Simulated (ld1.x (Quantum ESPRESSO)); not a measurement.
# An ultrasoft potential for silicon, from input to tests

Do these settings give a usable potential? It is generated, then checked for transferability, scattering, ghosts and hardness.

Program: ld1.x (Quantum ESPRESSO) 7.5. Reference atom: LDA (PZ), scalar-relativistic, spherical and spin-unpolarised. All values are calculated.

### Step 1. Settings

The settings as typed:

```json
{"element": "silicon (Si, Z = 14)", "type": "ultrasoft", "frozen core": "[Ne]", "valence charge": "4", "reference configuration": "3s2 3p0 (charge +2)", "partial waves": "3s (bound): rcut 1.55, rcutus 1.65 bohr; 3s channel at -0.4 Ry: rcut 1.55, rcutus 1.65 bohr; 3p (bound, empty): rcut 1.20, rcutus 1.70 bohr; 3p channel at 1.1 Ry: rcut 1.20, rcutus 1.70 bohr; 3d channel at 0.15 Ry: rcut 1.30, rcutus 1.80 bohr; 3d channel at 1.9 Ry: rcut 1.30, rcutus 1.80 bohr", "local potential": "all-electron potential smoothed inside 1.30 bohr (lloc = -2)", "core correction": "not asked for", "augmentation charge": "PSQ, inside the norm-conserving radii"}
```

The nodes and maxima of the atom's own shells, from an earlier all-electron run, set the scale for the radii.

All-electron outer shells of the reference configuration (LDA (PZ), scalar-relativistic, ld1.x):

```tsv
shell	level (eV)	outermost node (bohr)	outermost maximum (bohr)
3s	-28.66	0.72	1.69
3p	-20.66	0.71	1.89
3d	-10.77	–	2.46
4f	-3.87	–	6.12
```

### Step 2. Generation

Contents of Si.in:

```
 &input
   title='Si', zed=14., rel=1, dft='PZ', iswitch=3,
   config='[Ne] 3s2 3p0 3d-2',
   nld=3, rlderiv=1.95, eminld=-4.0, emaxld=5.0, deld=0.02
 /
 &inputp
   pseudotype=3, tm=.true., lloc=-2, rcloc=1.30,
   nlcc=.false.,
   which_augfun='PSQ', rmatch_augfun_nc=.true.,
   file_pseudopw='Si.UPF', file_wfcaegen='ae.wfc', file_wfcncgen='nc.wfc', file_beta='beta', file_chi='chi', file_wfcusgen='us.wfc'
 /
6
3S  1  0   2.00   0.00  1.55  1.65  0.0
3S  1  0   0.00  -0.40  1.55  1.65  0.0
3P  2  1   0.00   0.00  1.20  1.70  0.0
3P  2  1   0.00   1.10  1.20  1.70  0.0
3D  3  2  -2.00   0.15  1.30  1.80  0.0
3D  3  2  -2.00   1.90  1.30  1.80  0.0
 &test
   configts(1)='3s2 3p0'
 /
```

Launch:

```console
$ ld1.x < Si.in > Si.out
```

What the program wrote to Si.out (without the banner and most projector matrices):

```text
     Program LD1 v.7.5
     --------------------------- All-electron run ----------------------------

     Si
     scalar relativistic calculation

     atomic number is 14.00
     dft =PZ   lsd =0 sic =0 latt =0  beta=0.20 tr2=1.0E-14
     Exchange-correlation= PZ
                           (   1   1   0   0   0   0   0)
     mesh =1141 r(mesh) = 100.57892 a.u. xmin = -7.00 dx = 0.01250
     1 Ry =  13.60569312 eV, c = 137.03599908

     n l     nl                  e(Ry)          e(Ha)          e(eV)
     1 0     1S 1( 2.00)      -132.3285       -66.1643     -1800.4214
     2 0     2S 1( 2.00)       -11.7646        -5.8823      -160.0661
     2 1     2P 1( 6.00)        -8.5981        -4.2990      -116.9828
     3 0     3S 1( 2.00)        -2.1068        -1.0534       -28.6649
     3 1     3P 1( 0.00)        -1.5184        -0.7592       -20.6588

     final scf error:  9.0E-15 reached in  16 iterations

     Etot =    -575.879637 Ry,    -287.939818 Ha,   -7835.241612 eV

     Ekin =     576.834082 Ry,     288.417041 Ha,    7848.227508 eV
     Encl =   -1358.727432 Ry,    -679.363716 Ha,  -18486.428478 eV
     Eh   =     244.170412 Ry,     122.085206 Ha,    3322.107689 eV
     Exc  =     -38.156698 Ry,     -19.078349 Ha,    -519.148330 eV

     normalization and overlap integrals

     s(1S/1S) =  1.000000  <r> =   0.1116  <r2> =    0.0168  r(max) =   0.0732
     s(2S/2S) =  1.000000  <r> =   0.5697  <r2> =    0.3880  r(max) =   0.4543
     s(2P/2P) =  1.000000  <r> =   0.5370  <r2> =    0.3641  r(max) =   0.3861
     s(3S/3S) =  1.000000  <r> =   1.9462  <r2> =    4.3423  r(max) =   1.6878
     s(3P/3P) =  1.000000  <r> =   2.2197  <r2> =    5.7067  r(max) =   1.8888

     ------------------------ End of All-electron run ------------------------

     --------------------- Generating US pseudopotential ---------------------

      Generating local potential from pseudized AE potential:
      Matching radius rcloc =   1.3000
      Enforcing V''(0)=0 (lloc=-2)

      Local pseudo, rcloc= 1.298 Estimated cut-off energy=    18.07 Ry
      Wfc-us  3S rcutus= 1.667  Estimated cut-off energy=    15.92 Ry
      Wfc-us  3S rcutus= 1.667  Estimated cut-off energy=    18.89 Ry
      Wfc-us  3P rcutus= 1.709  Estimated cut-off energy=    25.10 Ry
      Wfc-us  3P rcutus= 1.709  Estimated cut-off energy=    30.63 Ry
      Wfc-us  3D rcutus= 1.797  Estimated cut-off energy=    35.16 Ry
      Wfc-us  3D rcutus= 1.797  Estimated cut-off energy=    41.78 Ry

     Q pseudized with Bessel functions
     Expected ecutrho=     259.7862 due to l1=  2   l2=  2

     ------------------- End of pseudopotential generation -------------------

     [... the all-electron block is printed once more ...]


     Computing logarithmic derivative in   1.94880
     Computing logarithmic derivative in   1.94880
     Computing the partial wave expansion
     R is outside the sphere for l=    0 j= 0.00
     R is outside the sphere for l=    0 j= 0.00
     R is outside the sphere for l=    1 j= 0.00
     R is outside the sphere for l=    1 j= 0.00
     R is outside the sphere for l=    2 j= 0.00
     R is outside the sphere for l=    2 j= 0.00

     ---------------------- Testing the pseudopotential ----------------------

     Si
     scalar relativistic calculation

     atomic number is 14.00   valence charge is  4.00
     dft =PZ   lsd =0 sic =0 latt =0  beta=0.20 tr2=1.0E-14
     mesh =1141 r(mesh) = 100.57892 xmin = -7.00 dx = 0.01250

     n l     nl             e AE (Ry)        e PS (Ry)    De AE-PS (Ry)
     1 0     3S   1( 2.00)       -2.10683       -2.10684        0.00001
     2 1     3P   1( 0.00)       -1.51840       -1.51840        0.00000

     eps = 1.9E-16  iter =  3

     Etot =    -575.879637 Ry,    -287.939818 Ha,   -7835.241612 eV
     Etotps =    -5.764460 Ry,      -2.882230 Ha,     -78.429477 eV

     Ekin =       1.240944 Ry,       0.620472 Ha,      16.883903 eV
     Encl =      -9.432417 Ry,      -4.716208 Ha,    -128.334565 eV
     Ehrt =       1.845032 Ry,       0.922516 Ha,      25.102938 eV
     Ecxc =      -0.972147 Ry,      -0.486073 Ha,     -13.226729 eV
     Epseu=       1.554127 Ry,       0.777064 Ha,      21.144976 eV

     ---------------------- End of pseudopotential test ----------------------
```

Run time: 1.1 s. Hardware: 1 thread, shared host. This counts the later configuration tests of the new file too.

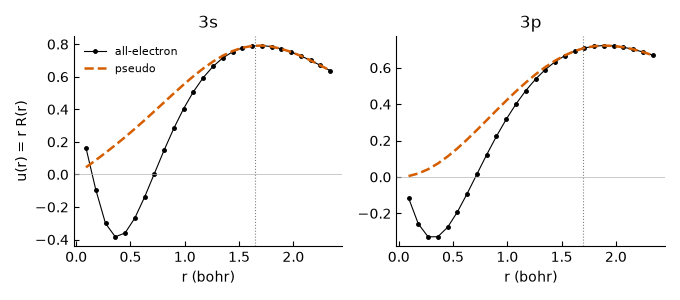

All-electron and pseudo partial waves (3s, 3p), with the matching radii dotted. The curves join 26 sampled radii.

### Step 3. Testing the new file in other configurations

Contents of Si.test.in:

```
 &input
   title='Si', zed=14., rel=1, dft='PZ', iswitch=2,
   config='[Ne] 3s2 3p0 3d-2'
 /
 &test
   file_pseudo='Si.UPF', nconf=10,
   configts(1)='3s2 3p0',
   configts(2)='3s2 3p2',
   configts(3)='3s2 3p1',
   configts(4)='3s1 3p0',
   configts(5)='3s2 3p2.3',
   configts(6)='3s2 3p1.5',
   configts(7)='3s0 3p4',
   configts(8)='3s1 3p3',
   configts(9)='3s2 3p2', lsdts(9)=1,
   configts(10)='3s2 3p1', lsdts(10)=1
 /
```

Launch:

```console
$ ld1.x < Si.test.in > Si.test.out
```

Si.test.out, the pseudopotential blocks:

```text
     ---------------------- Testing the pseudopotential ----------------------

     Si
     scalar relativistic calculation

     atomic number is 14.00   valence charge is  4.00
     dft =PZ   lsd =0 sic =0 latt =0  beta=0.20 tr2=1.0E-14
     mesh =1141 r(mesh) = 100.57892 xmin = -7.00 dx = 0.01250

     n l     nl             e AE (Ry)        e PS (Ry)    De AE-PS (Ry)
     1 0     3S   1( 2.00)       -2.10683       -2.10684        0.00001
     2 1     3P   1( 0.00)       -1.51840       -1.51840        0.00000

     eps = 1.9E-16  iter =  3

     Etot =    -575.879637 Ry,    -287.939818 Ha,   -7835.241612 eV
     Etotps =    -5.764460 Ry,      -2.882230 Ha,     -78.429477 eV

     Ekin =       1.240944 Ry,       0.620472 Ha,      16.883903 eV
     Encl =      -9.432417 Ry,      -4.716208 Ha,    -128.334565 eV
     Ehrt =       1.845032 Ry,       0.922516 Ha,      25.102938 eV
     Ecxc =      -0.972147 Ry,      -0.486073 Ha,     -13.226729 eV
     Epseu=       1.554127 Ry,       0.777064 Ha,      21.144976 eV

     ---------------------- End of pseudopotential test ----------------------

     ---------------------- Testing the pseudopotential ----------------------

     Si
     [...]
     n l     nl             e AE (Ry)        e PS (Ry)    De AE-PS (Ry)
     1 0     3S   1( 2.00)       -0.79999       -0.80111        0.00112
     2 1     3P   1( 2.00)       -0.30639       -0.30726        0.00087

     eps = 7.6E-15  iter =  7

     Etot =    -577.639429 Ry,    -288.819714 Ha,   -7859.184802 eV
     Etotps =    -7.527103 Ry,      -3.763552 Ha,    -102.411457 eV
     dEtot_ae =      -1.759792 Ry
     dEtot_ps =      -1.762643 Ry,   Delta E=       0.002851 Ry

     [...]
     ---------------------- End of pseudopotential test ----------------------

     ---------------------- Testing the pseudopotential ----------------------

     Si
     [...]
     n l     nl             e AE (Ry)        e PS (Ry)    De AE-PS (Ry)
     1 0     3S   1( 2.00)       -1.40446       -1.40644        0.00198
     2 1     3P   1( 1.00)       -0.86384       -0.86566        0.00182

     eps = 4.0E-17  iter =  7

     Etot =    -577.064005 Ry,    -288.532002 Ha,   -7851.355761 eV
     Etotps =    -6.950220 Ry,      -3.475110 Ha,     -94.562565 eV
     dEtot_ae =      -1.184368 Ry
     dEtot_ps =      -1.185760 Ry,   Delta E=       0.001392 Ry

     [...]
     ---------------------- End of pseudopotential test ----------------------

     ---------------------- Testing the pseudopotential ----------------------

     Si
     [...]
     n l     nl             e AE (Ry)        e PS (Ry)    De AE-PS (Ry)
     1 0     3S   1( 1.00)       -2.91757       -2.90141       -0.01616  !
     2 1     3P   1( 0.00)       -2.28100       -2.26834       -0.01266  !

     eps = 8.3E-15  iter =  6

     Etot =    -573.370043 Ry,    -286.685022 Ha,   -7801.096854 eV
     Etotps =    -3.260975 Ry,      -1.630487 Ha,     -44.367825 eV
     dEtot_ae =       2.509593 Ry
     dEtot_ps =       2.503485 Ry,   Delta E=       0.006108 Ry

     [...]
     ---------------------- End of pseudopotential test ----------------------

     ---------------------- Testing the pseudopotential ----------------------

     Si
     [...]
     n l     nl             e AE (Ry)        e PS (Ry)    De AE-PS (Ry)
     1 0     3S   1( 2.00)       -0.64538       -0.64611        0.00073
     2 1     3P   1( 2.30)       -0.16491       -0.16539        0.00048

     eps = 6.8E-15  iter =  8

     Etot =    -577.709759 Ry,    -288.854880 Ha,   -7860.141699 eV
     Etotps =    -7.597638 Ry,      -3.798819 Ha,    -103.371135 eV
     dEtot_ae =      -1.830123 Ry
     dEtot_ps =      -1.833178 Ry,   Delta E=       0.003055 Ry

     [...]
     ---------------------- End of pseudopotential test ----------------------

     ---------------------- Testing the pseudopotential ----------------------

     Si
     [...]
     n l     nl             e AE (Ry)        e PS (Ry)    De AE-PS (Ry)
     1 0     3S   1( 2.00)       -1.08744       -1.08914        0.00170
     2 1     3P   1( 1.50)       -0.57065       -0.57212        0.00147

     eps = 1.2E-16  iter =  7

     Etot =    -577.421518 Ry,    -288.710759 Ha,   -7856.219982 eV
     Etotps =    -7.308592 Ry,      -3.654296 Ha,     -99.438459 eV
     dEtot_ae =      -1.541882 Ry
     dEtot_ps =      -1.544132 Ry,   Delta E=       0.002250 Ry

     [...]
     ---------------------- End of pseudopotential test ----------------------

     ---------------------- Testing the pseudopotential ----------------------

     Si
     [...]
     n l     nl             e AE (Ry)        e PS (Ry)    De AE-PS (Ry)
     1 0     3S   1( 0.00)       -0.90499       -0.90259       -0.00240
     2 1     3P   1( 4.00)       -0.38688       -0.38735        0.00047

     eps = 6.7E-17  iter =  7

     Etot =    -576.626655 Ry,    -288.313328 Ha,   -7845.405317 eV
     Etotps =    -6.516607 Ry,      -3.258303 Ha,     -88.662948 eV
     dEtot_ae =      -0.747019 Ry
     dEtot_ps =      -0.752146 Ry,   Delta E=       0.005128 Ry

     [...]
     ---------------------- End of pseudopotential test ----------------------

     ---------------------- Testing the pseudopotential ----------------------

     Si
     [...]
     n l     nl             e AE (Ry)        e PS (Ry)    De AE-PS (Ry)
     1 0     3S   1( 1.00)       -0.85547       -0.85517       -0.00030
     2 1     3P   1( 3.00)       -0.34880       -0.34957        0.00078

     eps = 2.4E-16  iter =  7

     Etot =    -577.139155 Ry,    -288.569577 Ha,   -7852.378228 eV
     Etotps =    -7.027190 Ry,      -3.513595 Ha,     -95.609791 eV
     dEtot_ae =      -1.259518 Ry
     dEtot_ps =      -1.262730 Ry,   Delta E=       0.003212 Ry

     [...]
     ---------------------- End of pseudopotential test ----------------------

     ---------------------- Testing the pseudopotential ----------------------

     Si
     [...]
     n l     nl             e AE (Ry)        e PS (Ry)    De AE-PS (Ry)
     1 0     3S   1( 1.00)       -0.83439       -0.83876        0.00437
     2 1     3P   1( 2.00)       -0.33761       -0.34024        0.00264
     1 0     3S   2( 1.00)       -0.73192       -0.72350       -0.00842  !
     2 1     3P   2( 0.00)       -0.24557       -0.24045       -0.00512  !

     eps = 8.0E-15  iter = 11

     Etot =    -577.684373 Ry,    -288.842186 Ha,   -7859.796298 eV
     Etotps =    -7.576001 Ry,      -3.788000 Ha,    -103.076742 eV
     dEtot_ae =      -1.804736 Ry
     dEtot_ps =      -1.811541 Ry,   Delta E=       0.006804 Ry

     [...]
     ---------------------- End of pseudopotential test ----------------------

     ---------------------- Testing the pseudopotential ----------------------

     Si
     [...]
     n l     nl             e AE (Ry)        e PS (Ry)    De AE-PS (Ry)
     1 0     3S   1( 1.00)       -1.43202       -1.43732        0.00529  !
     2 1     3P   1( 1.00)       -0.88956       -0.89384        0.00428
     1 0     3S   2( 1.00)       -1.36706       -1.36330       -0.00376
     2 1     3P   2( 0.00)       -0.82875       -0.82620       -0.00255

     eps = 9.9E-15  iter =  9

     Etot =    -577.079039 Ry,    -288.539519 Ha,   -7851.560306 eV
     Etotps =    -6.966954 Ry,      -3.483477 Ha,     -94.790244 eV
     dEtot_ae =      -1.199402 Ry
     dEtot_ps =      -1.202494 Ry,   Delta E=       0.003092 Ry

     [...]
     ---------------------- End of pseudopotential test ----------------------
```

Excitation and ionisation energies from 3s2 3p0, with the error of the potential. Spin-polarised rows fill open shells by Hund's rule and count from the unpolarised reference.

| valence configuration | charge | ΔE all-electron (eV) | error AE − PS (meV) |
| --- | --- | --- | --- |
| 3s2 3p2 | 0 | -23.943 | +39 |
| 3s2 3p1 | +1 | -16.114 | +19 |
| 3s1 3p0 | +3 | 34.145 | +83 |
| 3s2 3p2.3 | -0.3 | -24.900 | +42 |
| 3s2 3p1.5 | +0.5 | -20.978 | +31 |
| 3s0 3p4 | 0 | -10.164 | +70 |
| 3s1 3p3 | 0 | -17.137 | +44 |
| 3s2 3p2 (spin-polarised) | 0 | -24.555 | +93 |
| 3s2 3p1 (spin-polarised) | +1 | -16.319 | +42 |

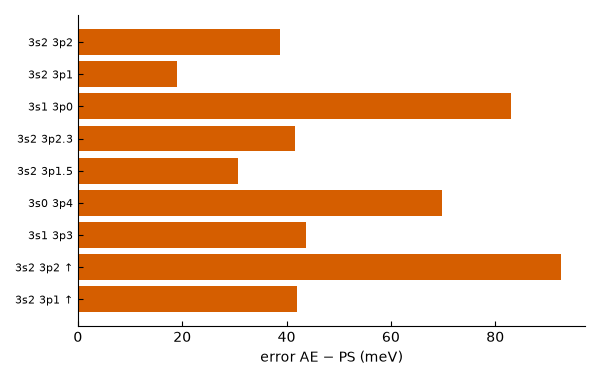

Error of the potential in each test configuration; ↑ marks spin-polarised tests.

### Step 4. Does it scatter like the atom?

Taken from the files of the generation run. The phase is arctan(r·u′/u) with u = r·R, unwrapped, with energies in Ry. A pole is an energy at which the radial function vanishes at the test radius. The pseudo phase is shifted by a multiple of π to meet the all-electron one at the reference energy. Levels narrower than the energy grid can be missing from the poles. The last column is the largest difference on the grid between −1 and +1 Ry.

```tsv
channel	radius (bohr)	reference (Ry)	poles AE	poles PS	window around the reference with phases within 0.05 rad (Ry)	largest difference near zero (rad)
s	1.95	-2.11	0.85	0.85	below 4.5	0.000
p	1.95	-1.52	1.78	1.78	the whole range	0.000
d	1.95	0.15	2.31	2.31	the whole range	0.001
```

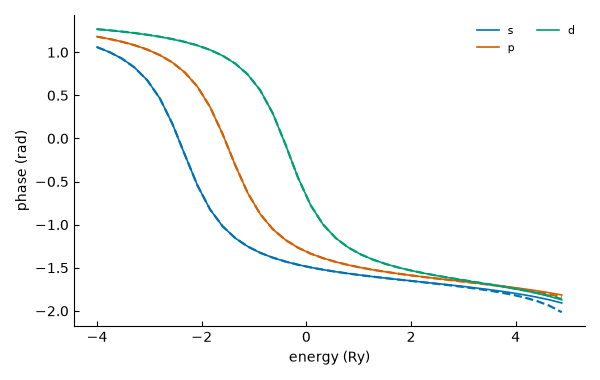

All-electron (solid) and pseudo (dashed) phases against energy.

### Step 5. Cutoff and ghost test in a Bessel basis

A separate test, outside the generator: the pseudo-atom's Hamiltonian at the reference potential is diagonalised in spherical Bessel functions j_l(qr) that vanish at 20 bohr, with q² up to the cutoff.

All-electron valence levels (Ry): 3s -2.1068, 3p -1.5184. The lowest levels of each channel (Ry) by cutoff; the last column sums, over occupied levels, occupation times the distance from the level at 400 Ry. A positive value at high cutoff is not a bound level.

| cutoff (Ry) | s #1 | p #1 | d #1 | f #1 | Σ f·Δε (mRy) |
| --- | --- | --- | --- | --- | --- |
| 8 | -2.0942 | -1.5168 | -0.7455 | -0.2836 | 25.3 |
| 10 | -2.1015 | -1.5181 | -0.7600 | -0.2837 | 10.7 |
| 12 | -2.1052 | -1.5183 | -0.7713 | -0.2838 | 3.4 |
| 15 | -2.1064 | -1.5183 | -0.7797 | -0.2838 | 1.0 |
| 18 | -2.1066 | -1.5183 | -0.7872 | -0.2838 | 0.6 |
| 21 | -2.1066 | -1.5183 | -0.7896 | -0.2838 | 0.5 |
| 400 | -2.1069 | -1.5184 | -0.7916 | -0.2838 | 0.0 |

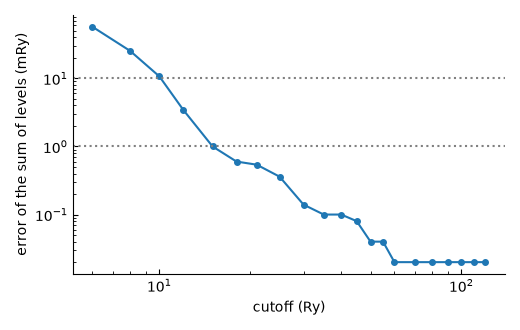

Occupation-weighted error of the valence levels against the cutoff; the dotted lines mark 10 and 1 mRy.

The sum stays within 10 mRy from 12 Ry and within 1 mRy from 15 Ry. The sum leaves out empty levels, which can need more. Ghost test: no level below the all-electron spectrum of its channel (s, p, d, f tested).

### Step 6. Summary of results

```
                                                quantity                 value
               cutoffs for 10 and 1 mRy, occupied levels       12 Ry and 15 Ry
                                            bound ghosts            none found
         largest test error (AE − PS), unpolarised tests  +83 meV, for 3s1 3p0
largest phase difference near zero energy, channels read             0.001 rad
         lowest eigenvalue of the overlap (Bessel basis)             0.468 (s)
               density cutoff estimated by the generator                260 Ry
```

**Reading.** The worst unpolarised test, 3s1 3p0, is off by 83 meV on 34.1 eV; by total energies transferability rates as fair. It counts as soft on the atom at that tolerance, with 12 Ry needed at the looser tolerance. No bound ghost shows below the valence levels. Near zero energy the phases of the channels with partial waves agree within 0.001 rad.
